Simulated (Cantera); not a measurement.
A closed system holds: 1 mol SiCl₄, a varied amount of CH₄, 6.5 mol H₂, held at 827 °C and 3800 Pa.

Equilibrium computed with Cantera from the NASA thermochemical tables; the gas is ideal and each condensed phase is pure. Candidate condensed phases: C, C₆H₆, C₇H₈, C₈H₁₈, Si, SiC; 109 gas species. The tables' values for SiCl₃ are old estimates; treat these amounts as uncertain. Kinetics and transport are ignored.

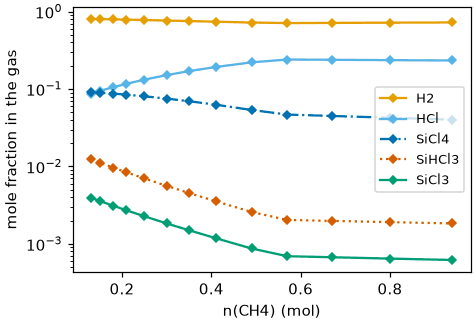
*Equilibrium gas composition (values under 1e-9 drawn at 1e-9)*

### Question
Read off the mole fractions at 0.18 mol CH₄.

### Answer
H₂ about 0.79, HCl about 0.11, SiCl₄ about 0.087, SiHCl₃ about 0.0097, SiCl₃ about 0.0031.
